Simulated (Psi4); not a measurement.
**SrO (SMILES [O][Sr]) at HF-D3(BJ)/def2-TZVPPD (core potential, step type rfo)**

Wanted: a geometry optimisation of SrO. 

The calculation is run with Psi4 1.11.

2 further runs of the same task are left out: 2 set aside as unsound or not needed.

## Step 1: Starting point

SrO: 2 atoms, total charge 0, spin state singlet. As SMILES, `[O][Sr]`. Geometry: a GFN2-xTB relaxation, a rough one for these elements and not checked as a minimum. The run starts from this shape.

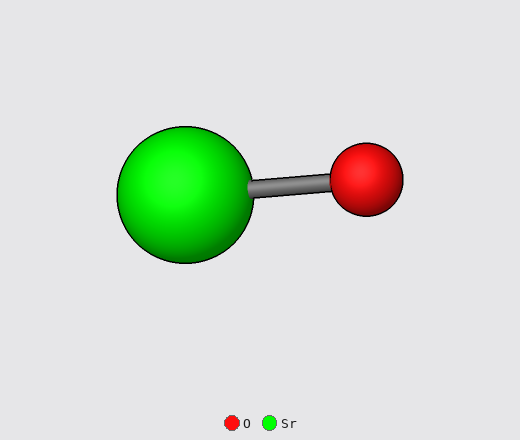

The structure, seen from a chosen angle (oxygen red, strontium green).

## Step 2: A geometry optimisation at HF-D3(BJ)/def2-TZVPPD (core potential, step type rfo)

calc.inp reads:

```
memory 1600 mb

molecule m {
  0 1
  O      0.000000     0.000000     0.000000
  Sr     0.000000     0.000000     2.003170
  units angstrom
  no_reorient
  no_com
}

set basis def2-TZVPPD
set scf_type pk
set geom_maxiter 40
set g_convergence qchem
set step_type rfo

e = optimize("hf-d3bj2b")
```

Command:

```bash
$ psi4 -i calc.inp -o calc.out -n 1
```

calc.out:

```text
Psi4 1.11 release

gradient() will perform analytic gradient computation.

   => Loading Basis Set <=

    Name: DEF2-TZVPPD
    Role: ORBITAL
    Keyword: BASIS

    !!!  WARNING: ECP capability is in beta. Please check occupations closely.  !!!

   => HF-D3(BJ): Empirical Dispersion <=

        s6 =       1.000000
        s8 =       0.917100
        a1 =       0.338500
        a2 =       2.883000

         ---------------------------------------------------------
                                   SCF
                              RHF Reference
                        1 Threads,   1525 MiB Core
         ---------------------------------------------------------

  ==> Geometry <==

    Molecular point group: c2v
    Full point group: C_inf_v

    Geometry (in Angstrom), charge = 0, multiplicity = 1:

       Center              X                  Y                   Z               Mass
    ------------   -----------------  -----------------  -----------------  -----------------
         O            0.000000000000     0.000000000000     0.000000000000    15.994914619570
         SR           0.000000000000     0.000000000000     2.003170000000    87.905612500000

  Running in c2v symmetry.

  Rotational constants: A = ************  B =      0.04779  C =      0.04779 [cm^-1]
  Rotational constants: A = ************  B =   1432.73206  C =   1432.73206 [MHz]
  Nuclear repulsion =   21.133591683980892

  Charge       = 0
  Multiplicity = 1
  Electrons    = 18
  Nalpha       = 9
  Nbeta        = 9

  ==> Algorithm <==

  SCF Algorithm Type is PK.
  DIIS enabled.
  MOM disabled.
  Fractional occupation disabled.
  Guess Type is SAD.
  Energy threshold   = 1.00e-08
  Density threshold  = 1.00e-08
  Integral threshold = 1.00e-12

  ==> Primary Basis <==

  Basis Set: DEF2-TZVPPD
    Blend: DEF2-TZVPPD
    Number of shells: 28
    Number of basis functions: 80
    Number of Cartesian functions: 92
    Spherical Harmonics?: true
    Max angular momentum: 3

  Core potential: DEF2-TZVPPD
    Number of shells: 4
    Number of ECP primitives: 10
    Number of ECP core electrons: 28
    Max angular momentum: 3

  ==> Integral Setup <==

  Using in-core PK algorithm.
   Calculation information:
      Number of atoms:                   2
      Number of AO shells:              28
      Number of primitives:             43
      Number of atomic orbitals:        92
      Number of basis functions:        80

      Integral cutoff                 1.00e-12
      Number of threads:                 1

  Performing in-core PK
  Using 10500840 doubles for integral storage.
  We computed 80963 shell quartets total.
  Whereas there are 82621 unique shell quartets.

  ==> DiskJK: Disk-Based J/K Matrices <==

    J tasked:                  Yes
    K tasked:                  Yes
    wK tasked:                  No
    Memory [MiB]:             1144
    Schwarz Cutoff:          1E-12

  Minimum eigenvalue in the overlap matrix is 1.5688950362E-03.
  Reciprocal condition number of the overlap matrix is 3.2118824792E-04.
    Using symmetric orthogonalization.

  ==> Pre-Iterations <==

  SCF Guess: Superposition of Atomic Densities via on-the-fly atomic UHF (no occupation information).

   -------------------------
    Irrep   Nso     Nmo
   -------------------------
     A1        36      36
     A2         8       8
     B1        18      18
     B2        18      18
   -------------------------
    Total      80      80
   -------------------------

  ==> Iterations <==

                        Total Energy        Delta E     RMS |[F,P]|

   @RHF iter SAD:  -104.54653595621922   -1.04547e+02   0.00000e+00
   @RHF iter   1:  -104.77515714394139   -2.28621e-01   2.06106e-02 DIIS/ADIIS
   @RHF iter   2:   -97.15015162951073    7.62501e+00   4.28391e-02 DIIS/ADIIS
   @RHF iter   3:  -105.12478161626591   -7.97463e+00   6.51669e-03 DIIS/ADIIS
   @RHF iter   4:  -105.18356070251444   -5.87791e-02   1.88492e-03 DIIS/ADIIS
   @RHF iter   5:  -105.18840370806863   -4.84301e-03   9.44868e-04 DIIS/ADIIS
   @RHF iter   6:  -105.18906044850779   -6.56740e-04   2.36851e-04 DIIS/ADIIS
   @RHF iter   7:  -105.18910504762148   -4.45991e-05   1.12704e-04 DIIS/ADIIS
   @RHF iter   8:  -105.18911949521116   -1.44476e-05   1.53569e-05 DIIS
   @RHF iter   9:  -105.18912095341797   -1.45821e-06   7.27400e-06 DIIS
   @RHF iter  10:  -105.18912135228716   -3.98869e-07   2.67935e-06 DIIS
   @RHF iter  11:  -105.18912137306802   -2.07809e-08   6.38464e-07 DIIS
   @RHF iter  12:  -105.18912137373779   -6.69772e-10   1.05175e-07 DIIS
   @RHF iter  13:  -105.18912137376361   -2.58211e-11   1.29068e-08 DIIS
   @RHF iter  14:  -105.18912137376449   -8.81073e-13   2.46897e-09 DIIS
  Energy and wave function converged.

  ==> Post-Iterations <==

    Orbital Energies [Eh]
    ---------------------

    Doubly Occupied:

       1A1   -20.350344     2A1    -1.875937     3A1    -1.108019
       1B1    -1.032594     1B2    -1.032594     4A1    -0.909529
       5A1    -0.272995     2B1    -0.266161     2B2    -0.266161

    Virtual:

       6A1    -0.019773     3B1     0.022848     3B2     0.022848
       7A1     0.048721     1A2     0.084067     8A1     0.084067
       4B1     0.102740     4B2     0.102740     9A1     0.116867
[... 20 lines of this table left out ...]
      35A1    45.072389    36A1    70.345961

    Final Occupation by Irrep:
             A1    A2    B1    B2
    DOCC [     5,    0,    2,    2 ]
    NA   [     5,    0,    2,    2 ]
    NB   [     5,    0,    2,    2 ]

  @RHF Final Energy:  -105.18912137376449

   => Energetics <=

    Nuclear Repulsion Energy =             21.1335916839808924
[... 1 line left out ...]
    Two-Electron Energy =                  72.0843090890074478
[... 15 lines left out ...]
 Dipole X            :          0.0000000            0.0000000            0.0000000
[... 1 line left out ...]
 Dipole Z            :        -33.1080968           37.8544268            4.7463300
[... 83 lines left out ...]
	Measures of convergence in internal coordinates in au.
[... 6 lines left out ...]
	  Convergence Criteria     1.00e-06 *    3.00e-04 *             o    1.20e-03 *             o~
[... 113 lines left out ...]
                        Total Energy        Delta E     RMS |[F,P]|
[... 2 lines left out ...]
   @RHF iter   1:  -105.19163329574317    1.90618e-02   8.73235e-04 DIIS/ADIIS
[... 1 line left out ...]
   @RHF iter   3:  -105.19261616949960   -2.75137e-04   2.41795e-04 DIIS/ADIIS
[... 1 line left out ...]
   @RHF iter   5:  -105.19277710108480   -4.61211e-05   2.46152e-05 DIIS
[... 1 line left out ...]
   @RHF iter   7:  -105.19278398986444   -1.61789e-07   1.19299e-06 DIIS
[... 1 line left out ...]
   @RHF iter   9:  -105.19278399840746   -9.00954e-10   1.35410e-07 DIIS
[... 1 line left out ...]
   @RHF iter  11:  -105.19278399856567   -2.24247e-11   1.07862e-08 DIIS
[... 1 line left out ...]
  Energy and wave function converged.
[... 9 lines left out ...]
  @RHF Final Energy:  -105.19278399856643
[... 4 lines left out ...]
    One-Electron Energy =                -201.6454050103117197
[... 1 line left out ...]
    Total Energy =                       -105.1927839985664264
[... 15 lines left out ...]
 Dipole Y            :          0.0000000            0.0000000            0.0000000
[... 66 lines left out ...]
	                                 ==> Convergence Check <==
[... 6 lines left out ...]
	   Step    Total Energy     Delta E     Max Force     RMS Force      Max Disp      RMS Disp
[... 79 lines left out ...]
                        Total Energy        Delta E     RMS |[F,P]|
[... 2 lines left out ...]
   @RHF iter   1:  -105.19337660660879    5.50554e-04   3.02899e-04 DIIS/ADIIS
[... 1 line left out ...]
   @RHF iter   3:  -105.19350291031704   -2.77915e-05   8.92660e-05 DIIS
[... 1 line left out ...]
   @RHF iter   5:  -105.19352354902955   -6.33801e-06   9.22140e-06 DIIS
[... 1 line left out ...]
   @RHF iter   7:  -105.19352448803359   -2.28707e-08   3.54351e-07 DIIS
[... 1 line left out ...]
   @RHF iter   9:  -105.19352448889472   -4.06288e-11   2.23804e-08 DIIS
[... 1 line left out ...]
  Energy and wave function converged.
[... 9 lines left out ...]
  @RHF Final Energy:  -105.19352448889803
[... 4 lines left out ...]
    One-Electron Energy =                -200.5364049397601889
[... 1 line left out ...]
    Total Energy =                       -105.1935244888980350
[... 15 lines left out ...]
 Dipole Y            :          0.0000000            0.0000000            0.0000000
[... 66 lines left out ...]
	                                 ==> Convergence Check <==
[... 6 lines left out ...]
	   Step    Total Energy     Delta E     Max Force     RMS Force      Max Disp      RMS Disp
[... 79 lines left out ...]
                        Total Energy        Delta E     RMS |[F,P]|
[... 2 lines left out ...]
   @RHF iter   1:  -105.19354416749715    2.90774e-04   5.70320e-05 DIIS
[... 1 line left out ...]
   @RHF iter   3:  -105.19354852012526   -1.04920e-06   1.65686e-05 DIIS
[... 1 line left out ...]
   @RHF iter   5:  -105.19354923502154   -2.12741e-07   1.66213e-06 DIIS
[... 1 line left out ...]
   @RHF iter   7:  -105.19354926640180   -7.59186e-10   6.27437e-08 DIIS
[... 1 line left out ...]
   @RHF iter   9:  -105.19354926643003   -1.49214e-12   4.91782e-09 DIIS
[... 4 lines left out ...]
    Final Occupation by Irrep:
[... 9 lines left out ...]
    Nuclear Repulsion Energy =             22.2888345747744019
[... 1 line left out ...]
    Two-Electron Energy =                  73.2738671111388840
[... 15 lines left out ...]
 Dipole X            :          0.0000000            0.0000000            0.0000000
[... 1 line left out ...]
 Dipole Z            :        -33.3481574           37.6582252            4.3100678
[... 67 lines left out ...]
	Measures of convergence in internal coordinates in au.
[... 6 lines left out ...]
	  Convergence Criteria     1.00e-06 *    3.00e-04 *             o    1.20e-03 *             o
[... 47 lines left out ...]
  Using in-core PK algorithm.
   Calculation information:
      Number of atoms:                   2
      Number of AO shells:              28
      Number of primitives:             43
      Number of atomic orbitals:        92
      Number of basis functions:        80

      Integral cutoff                 1.00e-12
      Number of threads:                 1

  Performing in-core PK
  Using 10500840 doubles for integral storage.
  We computed 81212 shell quartets total.
  Whereas there are 82621 unique shell quartets.

  ==> DiskJK: Disk-Based J/K Matrices <==

    J tasked:                  Yes
    K tasked:                  Yes
    wK tasked:                  No
    Memory [MiB]:             1144
    Schwarz Cutoff:          1E-12

  Minimum eigenvalue in the overlap matrix is 1.2653975793E-03.
  Reciprocal condition number of the overlap matrix is 2.5550679060E-04.
    Using symmetric orthogonalization.

  ==> Iterations <==

                        Total Energy        Delta E     RMS |[F,P]|

   @RHF iter   0:  -105.19350533114125   -1.05194e+02   1.07021e-04
   @RHF iter   1:  -105.19355013387583   -4.48027e-05   1.19027e-05 DIIS
   @RHF iter   2:  -105.19355027926935   -1.45394e-07   6.85043e-06 DIIS
   @RHF iter   3:  -105.19355032441993   -4.51506e-08   3.46895e-06 DIIS
   @RHF iter   4:  -105.19355034633671   -2.19168e-08   1.06083e-06 DIIS
   @RHF iter   5:  -105.19355035569501   -9.35830e-09   3.49476e-07 DIIS
   @RHF iter   6:  -105.19355035704257   -1.34756e-09   6.14522e-08 DIIS
   @RHF iter   7:  -105.19355035707616   -3.35945e-11   1.31776e-08 DIIS
   @RHF iter   8:  -105.19355035707731   -1.15108e-12   3.09670e-09 DIIS
  Energy and wave function converged.

  ==> Post-Iterations <==

    Orbital Energies [Eh]
    ---------------------

    Doubly Occupied:

       1A1   -20.352441     2A1    -1.856671     3A1    -1.131865
       1B2    -1.013700     1B1    -1.013700     4A1    -0.885156
       2B2    -0.284140     2B1    -0.284140     5A1    -0.277632

    Virtual:

       6A1    -0.013330     3B2     0.027135     3B1     0.027135
       7A1     0.053454     8A1     0.087849     1A2     0.087849
       4B1     0.103387     4B2     0.103387     9A1     0.116904
[... 20 lines of this table left out ...]
      35A1    45.081270    36A1    70.396817

    Final Occupation by Irrep:
             A1    A2    B1    B2
    DOCC [     5,    0,    2,    2 ]
    NA   [     5,    0,    2,    2 ]
    NB   [     5,    0,    2,    2 ]

  @RHF Final Energy:  -105.19355035707731

   => Energetics <=

    Nuclear Repulsion Energy =             22.2670837209785830
    One-Electron Energy =                -200.7025811474850912
    Two-Electron Energy =                  73.2518459928734558
    Total Energy =                       -105.1935503570773136

Computation Completed

Properties will be evaluated at   0.000000,   0.000000,   0.000000 [a0]

Properties computed using the SCF density matrix

 Multipole Moments:

 ------------------------------------------------------------------------------------
     Multipole            Electronic (a.u.)      Nuclear  (a.u.)        Total (a.u.)
 ------------------------------------------------------------------------------------

 L = 1.  Multiply by 2.5417464519 to convert [e a0] to [Debye]
 Dipole X            :          0.0000000            0.0000000            0.0000000
 Dipole Y            :          0.0000000            0.0000000            0.0000000
 Dipole Z            :        -33.3434099           37.6617312            4.3183214
 Magnitude           :                                                    4.3183214

 ------------------------------------------------------------------------------------

	total time  =          1 seconds =       0.02 minutes

         ------------------------------------------------------------
                                   SCF GRAD
         ------------------------------------------------------------

  ==> Geometry <==

    Molecular point group: c2v
    Full point group: C_inf_v

    Geometry (in Angstrom), charge = 0, multiplicity = 1:

       Center              X                  Y                   Z               Mass
    ------------   -----------------  -----------------  -----------------  -----------------
         O            0.000000000000     0.000000000000     0.050985061003    15.994914619570
         SR           0.000000000000     0.000000000000     1.952184938997    87.905612500000

  Nuclear repulsion =   22.267083720978583

  ==> DirectJKGrad: Integral-Direct SCF Gradients <==

    Gradient:                    1
    J tasked:                  Yes
    K tasked:                  Yes
    wK tasked:                  No
    Integrals threads:           1
    Schwarz Cutoff:          1E-12

  -Total Gradient:
     Atom            X                  Y                   Z
    ------   -----------------  -----------------  -----------------
       1        0.000000000000    -0.000000000000    -0.000160989097
       2        0.000000000000     0.000000000000     0.000160989097

	total time  =          1 seconds =       0.02 minutes

    			-----------------------------------------

    			 OPTKING 3.0: for geometry optimizations

    			        with contributions from

    			-----------------------------------------

	                            ===> Fragment 1 <==

	 Z (Atomic Numbers)          Masses                          Geom
	       8.000000            15.994915          0.00000000  0.00000000  0.09634780
	      38.000000            87.905613          0.00000000  0.00000000  3.68909488

	 - Coordinate -           - BOHR/RAD -       - ANG/DEG -
	 R(1,2)           =         3.592747           1.901200

	        --- Internal Coordinate Step in ANG or DEG, aJ/ANG or AJ/DEG ---
	-------------------------------------------------------------------------------
	           Coordinate      Previous         Force          Change          New
	           ----------      --------        ------          ------        ------
	               R(1,2)       1.90120       -0.00133       -0.00038       1.90082
	-------------------------------------------------------------------------------

	                                 ==> Convergence Check <==

	Measures of convergence in internal coordinates in au.

	Criteria marked as inactive (o), active & met (*), and active & unmet ( ).

	----------------------------------------------------------------------------------------------
	   Step    Total Energy     Delta E     Max Force     RMS Force      Max Disp      RMS Disp
	----------------------------------------------------------------------------------------------
	  Convergence Criteria     1.00e-06 *    3.00e-04 *             o    1.20e-03 *             o
	----------------------------------------------------------------------------------------------
	     5    -105.19355036   -1.09e-06      1.61e-04 *    1.61e-04 o    7.24e-04 *    7.24e-04 o  ~
	----------------------------------------------------------------------------------------------

Next Geometry in Ang
	Fragment 1 (Ang)

	    O   0.0000000000   0.0000000000   0.0511766570
	   Sr   0.0000000000   0.0000000000   1.9519933430

    Final optimized geometry and variables:
    Molecular point group: c2v
    Full point group: C_inf_v

    Geometry (in Angstrom), charge = 0, multiplicity = 1:

    O            0.000000000000     0.000000000000     0.050985061003
    SR           0.000000000000     0.000000000000     1.952184938997

    Psi4 run time: 0:00:09.95

[set-up sections that repeat, and orbital energies of the middle runs, are left out above]
```

The script printed:

```text
Optimizer: Optimization complete!
```

Wall time 11 s (1 thread of AMD EPYC 9R45 (Zen 5), shared host); peak memory 0.33 GiB.

Steps, from the record of the run:

```tsv
step	energy from the first frame kept (eV)	largest force (eV/Å)
0	0.0000	2.2112
1	-0.0997	1.0942
2	-0.1198	0.1901
3	-0.1205	0.0402
4	-0.1205	0.0083
```

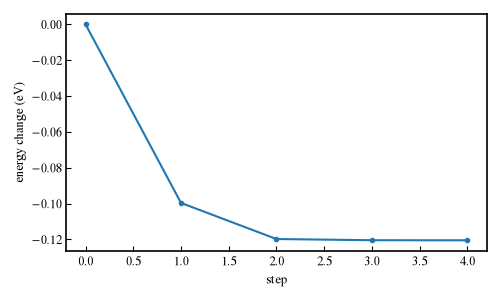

Energy along the run.

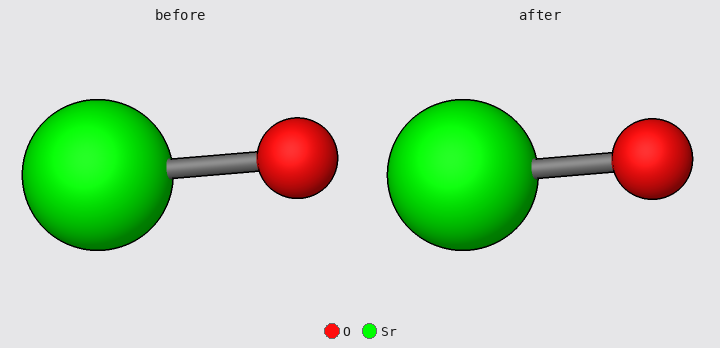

Before and after, at one scale.

After the run. Bond lengths: O1–Sr2 1.901 Å.

## Step 3: What came out

Level: HF-D3(BJ)/def2-TZVPPD (core potential, step type rfo).

```
               quantity          value
total energy at the end  -105.19355 Eh
          dipole moment        10.98 D
            HOMO energy       -7.55 eV
            LUMO energy       -0.36 eV
          HOMO–LUMO gap        7.19 eV
            bond length        1.901 Å
      dispersion energy  -25.99 kJ/mol
```

At the final geometry: Bond lengths: O1–Sr2 1.901 Å. The optimisation took 5 steps and changed the energy by -0.121 eV.
